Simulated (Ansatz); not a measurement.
# H3O (doublet): correlated methods under varied settings at distance H1–H2 along a hydrogen transfer = 0.962 Å

What do other methods and options give for H3O (doublet) at this geometry, and how long do they take?

Computed with Ansatz 0.2.0, Gaussian basis. Level: the settings change from run to run.

5 further runs of the same task are left out: 4 that didn't finish, 1 set aside as unsound or not needed.

## Step 1: What is computed

The geometry derives from fragments relaxed apart (PBE0/def2-TZVP) and kept rigid, so it is no stationary point. A hydrogen atom is moved between rigid fragments.

4 atoms, charge 0, spin multiplicity 2.

Atoms are counted from 1 here; the program's logs count them from 0.

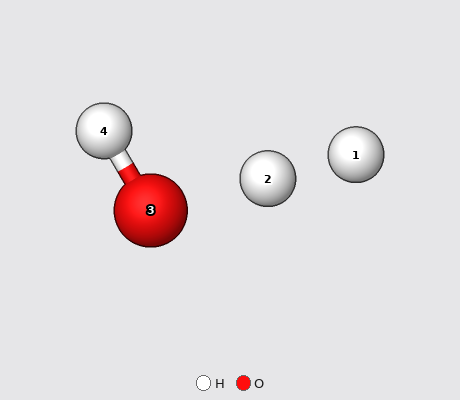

The geometry (hydrogen white, oxygen red); atoms are numbered from 1 in the order of the file.

## Step 2: CASSCF(3,5)/6-31G

in.yaml

```yaml
crystal:
  periodic: [false, false, false]
  atoms:
    - {symbol: H, position_ang: [-2.067838, 0.049803, 0.000000]}
    - {symbol: H, position_ang: [-1.105838, 0.049803, 0.000000]}
    - {symbol: O, position_ang: [0.173162, 0.049803, 0.000000]}
    - {symbol: H, position_ang: [0.425020, -0.890147, 0.000000]}
basis:
  gaussian: {orbitals: 6-31G}
magnetization: {spin_polarized: false, initial_magnetization: 1}
hamiltonian: {pseudopotentials: {relativity: none}}
correlation: {active_space: {window: {electrons: 3, orbitals: 5}, states: [{multiplicity: 2, weights: [0.5, 1, 1]}, {multiplicity: 4, weights: [1]}]}}
output: {forces: true}
```

Command:

```
$ ansatz run in.yaml --threads 1 --pin off --events-out ev --progress --plain --max-ram 2393MiB
```

Standard output:

```text
Functional definition: HF
  name "HF"
  cite "Fock, Z. Phys. 61, 126 (1930) doi:10.1007/BF01340294"
  parent pbe
  exchange = exact_x
  correlation = 0
269 factors; integrals over basis functions are off by at most 2.2e-8 eV
mean field evaluation 1: about -2077.6512 eV, gradient 2.6e1 eV
mean field evaluation 2: about -2077.6525 eV, gradient 2.6e1 eV
mean field evaluation 4: about -2079.6298 eV, gradient 1.9e0 eV
mean field evaluation 8: about -2079.8062 eV, gradient 1.9e-1 eV
mean field evaluation 16: about -2079.0890 eV, gradient 8.3e0 eV
mean field evaluation 32: about -2079.7967 eV, gradient 2.0e-1 eV
mean field -2079.80619411 eV, -76.4314678904 hartree, gradient 1.8e-6 eV, S^2 0.750000; 6 other end points of the search recorded, 0 dependent functions left out
reference -2079.80619411 eV, -76.4314678904 hartree; 6, 5 occupied and 9, 10 virtual orbitals, 269 factors
state -2079.87322357 eV, -76.4339311774 hartree
state -2079.53158740 eV, -76.4213762797 hartree
state -2071.28106889 eV, -76.1181753169 hartree
state -2072.31317308 eV, -76.1561044463 hartree
the calculation of the forces begins
Total energy: -2075.16069747 eV, -76.2607490376 hartree
Atom 0 at    -2.067838     0.049803     0.000000 Å, force     2.518670    -0.081070    -0.000000 eV/Å
Atom 1 at    -1.105838     0.049803     0.000000 Å, force    -5.018879     0.144472    -0.000000 eV/Å
Atom 2 at     0.173162     0.049803     0.000000 Å, force     0.852053     6.075306    -0.000000 eV/Å
Atom 3 at     0.425020    -0.890147     0.000000 Å, force     1.648156    -6.138708     0.000000 eV/Å
Dipole moment:    -0.072166     0.072696     0.000000 e Å
```

Run time: 0.48 s. Hardware: 1 thread of Arm Neoverse V1, shared host.

From the report: 50 determinants; active occupations (of the averaged states) 1.28, 1.14, 0.57, 0.01, 0.01.

## Step 3: NEVPT2(1,4)/6-31G

in.yaml

```yaml
crystal:
  periodic: [false, false, false]
  atoms:
    - {symbol: H, position_ang: [-2.067838, 0.049803, 0.000000]}
    - {symbol: H, position_ang: [-1.105838, 0.049803, 0.000000]}
    - {symbol: O, position_ang: [0.173162, 0.049803, 0.000000]}
    - {symbol: H, position_ang: [0.425020, -0.890147, 0.000000]}
basis:
  gaussian: {orbitals: 6-31G, point_charges: [{charge: 0.50, position_ang: [4.708, 0.631, 0.414]}]}
magnetization: {spin_polarized: false, initial_magnetization: 1}
correlation: {method: sc_nevpt2, electrons: outside_noble_gas, active_space: {window: {electrons: 1, orbitals: 4}, states: [{multiplicity: 2, weights: [1, 1]}]}}
```

The command is unchanged.

Standard output, shortened:

```text
Functional definition: HF
  name "HF"
  cite "Fock, Z. Phys. 61, 126 (1930) doi:10.1007/BF01340294"
  parent pbe
[...]
269 factors; integrals over basis functions are off by at most 2.2e-8 eV
[...]
mean field -2079.80968425 eV, -76.4315961505 hartree, gradient 5.3e-6 eV, S^2 0.750000; 4 other end points of the search recorded, 0 dependent functions left out
reference -2079.80968425 eV, -76.4315961505 hartree; 6, 5 occupied and 9, 10 virtual orbitals, 269 factors
state -2079.56939758 eV, -76.4227657782 hartree
state -2069.91864748 eV, -76.0681072535 hartree
state -2079.56939758 eV, -76.4227657782 hartree; corrected -2083.59359944 eV, -76.5706524689 hartree
state -2069.91864748 eV, -76.0681072535 hartree; corrected -2073.65995342 eV, -76.2055977110 hartree
WARN: 2 active orbitals are nearly empty or full. The corrections depend on them more than the energy does, and are more stable in an active space without them
Total energy: -2078.62677643 eV, -76.3881250900 hartree
```

Wall time 0.15 s (1 thread of Arm Neoverse V1, shared host).

From the report: 4 determinants; active occupations (of the averaged states) 0.50, 0.50, 0.00, 0.00. The report marks this result as in doubt.

## Step 4: CASSCF(3,4)/6-31G*

in.yaml

```yaml
crystal:
  periodic: [false, false, false]
  atoms:
    - {symbol: H, position_ang: [-2.067838, 0.049803, 0.000000]}
    - {symbol: H, position_ang: [-1.105838, 0.049803, 0.000000]}
    - {symbol: O, position_ang: [0.173162, 0.049803, 0.000000]}
    - {symbol: H, position_ang: [0.425020, -0.890147, 0.000000]}
basis:
  gaussian: {orbitals: "6-31G*"}
magnetization: {spin_polarized: false, initial_magnetization: 1}
correlation: {active_space: {window: {electrons: 3, orbitals: 4}}}
accuracy: high
output: {forces: true}
```

Launched as before.

Standard output, shortened:

```text
Functional definition: HF
  name "HF"
  cite "Fock, Z. Phys. 61, 126 (1930) doi:10.1007/BF01340294"
  parent pbe
[...]
368 factors; integrals over basis functions are off by at most 4.5e-9 eV
[...]
mean field -2080.26657368 eV, -76.4483865274 hartree, gradient 3.0e-8 eV, S^2 0.750000; 6 other end points of the search recorded, 0 dependent functions left out
reference -2080.26657368 eV, -76.4483865274 hartree; 6, 5 occupied and 15, 16 virtual orbitals, 368 factors
state -2081.39883284 eV, -76.4899962841 hartree
[...]
Total energy: -2081.39883284 eV, -76.4899962841 hartree
Atom 0 at    -2.067838     0.049803     0.000000 Å, force     0.963528    -0.076034    -0.000000 eV/Å
Atom 1 at    -1.105838     0.049803     0.000000 Å, force    -0.736141    -0.191333    -0.000000 eV/Å
Atom 2 at     0.173162     0.049803     0.000000 Å, force     0.418315    -0.494255     0.000000 eV/Å
Atom 3 at     0.425020    -0.890147     0.000000 Å, force    -0.645703     0.761622    -0.000000 eV/Å
Dipole moment:    -0.026095    -0.373051     0.000000 e Å
```

Run time: 0.48 s. Hardware: 1 thread of Arm Neoverse V1, shared host.

From the report: 24 determinants; active occupations 1.95, 1.00, 0.05, 0.00.

## Step 5: BCCD on ROHF/6-31G

Edit in.yaml of step 4 so:

```diff
@@ -8,6 +8,4 @@
 basis:
-  gaussian: {orbitals: "6-31G*"}
+  gaussian: {orbitals: 6-31G}
 magnetization: {spin_polarized: false, initial_magnetization: 1}
-correlation: {active_space: {window: {electrons: 3, orbitals: 4}}}
-accuracy: high
-output: {forces: true}
+correlation: {method: bccd, electrons: valence}
```

Launched as before.

Standard output, shortened:

```text
Functional definition: HF
  name "HF"
  cite "Fock, Z. Phys. 61, 126 (1930) doi:10.1007/BF01340294"
  parent pbe
[...]
171 factors; integrals over basis functions are off by at most 7.8e-4 eV
[...]
mean field -2079.80613827 eV, -76.4314658382 hartree, gradient 1.7e-6 eV, S^2 0.750000; 6 other end points of the search recorded, 0 dependent functions left out
[...]
determinant -2079.80613827 eV, -76.4314658382 hartree, with singles and doubles -2083.99407337 eV, -76.5853696145 hartree
determinant -2079.30659208 eV, -76.4131078542 hartree, with singles and doubles -2082.73239863 eV, -76.5390039231 hartree
1 core orbitals not correlated: weight in the atoms' cores, before any rotation towards them, 1.000 or more for the frozen orbitals, at most 0.000 for the correlated occupied ones
reference -2079.80613827 eV, -76.4314658382 hartree; 5, 4 occupied and 9, 10 virtual orbitals, 171 factors
second order -3.44712143 eV of doubles, -0.13856593 eV of singles
cycle   1  -4.19073628 eV  change   -2.8e-3 eV  update   2.0e-2
[...]
cycle  11  -4.18220123 eV  change    1.3e-6 eV  update   3.5e-6
Total energy: -2083.98833950 eV, -76.5851588987 hartree
```

It took 0.42 s on 1 thread of Arm Neoverse V1, shared host.

From the report: correlation -4.1822 eV; largest double amplitude 0.08.

## Step 6: All runs side by side

Where basis and cores are those of an earlier FCI/6-31G run (-2084.0613 eV), and the state is the same kind, the miss against it is given. † marks a result that the program doubts.

```
                                                              level         correlated  functions  energy (eV)  from FCI (meV)    time
                         CASSCF(3,5)/6-31G (mean of several states)                            15   -2075.1607                  0.48 s
NEVPT2(1,4)/6-31G (mean of several states, beside a point charge) †  outside noble gas         15   -2078.6268                  0.15 s
                                                 CASSCF(3,4)/6-31G*                            21   -2081.3988                  0.48 s
                                                 BCCD on ROHF/6-31G            valence         15   -2083.9883            72.9  0.42 s
```

## Step 7: Outcome

| quantity | value |
| --- | --- |
| runs | 4 |
| quickest | NEVPT2(1,4)/6-31G (mean of several states, beside a point charge) †, 0.15 s |
| slowest | CASSCF(3,5)/6-31G (mean of several states), 0.48 s |

What this shows: Total energies in different bases, with other cores or another treatment of relativity can't be set against each other. CASSCF(3,5)/6-31G (mean of several states) took 3 times as long as NEVPT2(1,4)/6-31G (mean of several states, beside a point charge) †; the jobs differ in more than the method.
